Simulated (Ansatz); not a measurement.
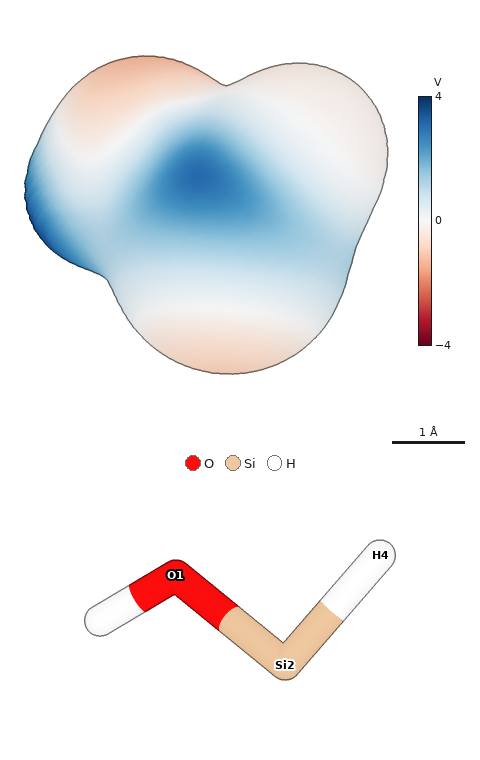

The picture shows: H₂OSi (SMILES O[SiH]). The electrostatic potential painted on the density surface at 0.004 e/bohr³, seen at a tilt; the colour scale runs from red (negative) to blue (positive). The bare structure is drawn below in the same view.

Geometry: PBE0-D4/def2-TZVP.

Theory: isolated molecule in a Gaussian basis; Kohn-Sham density functional theory, functional PBE0 in Ansatz 0.2.0.

Question: Which sites attract a positive test charge, and which a negative one?

Answer: A positive charge is drawn to the negative regions and a negative charge to the positive ones. The most negative region (about −1.3 V) lies over O1, the most positive (about +3.8 V) over H3. O1 is the likeliest acceptor of a hydrogen bond.

Question: What dipole moment does the calculation give?

Answer: Its dipole moment is 1.14 D.
